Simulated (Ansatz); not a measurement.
Take Ga2S3 (space group Cc, No. 9) as the base.

```
Ga2S3
1.0
    5.56123    -3.19646     0.00000
    5.56123     3.19646     0.00000
   -3.60990     0.00000     6.00209
Ga S
4 6
Direct
  0.73045   0.86409   0.38063
  0.86409   0.73045   0.88063
  0.35969   0.55317   0.37164
  0.55317   0.35969   0.87164
  0.75564   0.56305   0.49492
  0.56305   0.75564   0.99492
  0.40616   0.23895   0.48686
  0.23895   0.40616   0.98686
  0.91690   0.08989   0.01695
  0.08989   0.91690   0.51695
```

Cartesian axes are those of the cell as printed.

Modification: a pure shear with ε_xy = ε_yx = -0.0188; the atoms relax in the strained cell.

Level of theory: PBEsol in Ansatz (plane waves to 420 eV, PAW, no SOC).

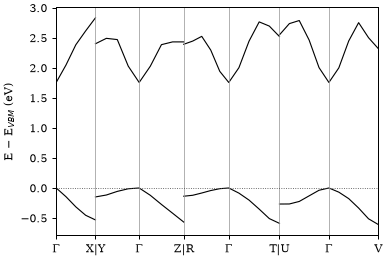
Figure: Highest valence and lowest conduction band along the path of the changed cell's own zone

### Question
From the figure, how large is the changed gap, and is it direct?

### Answer
About 1.76 eV, direct at Γ.

Whether these cells are dynamically stable was not tested. Labels are those of the standard path for the cell's own space group.

Ansatz is a quantum-chemistry and plane-wave program.
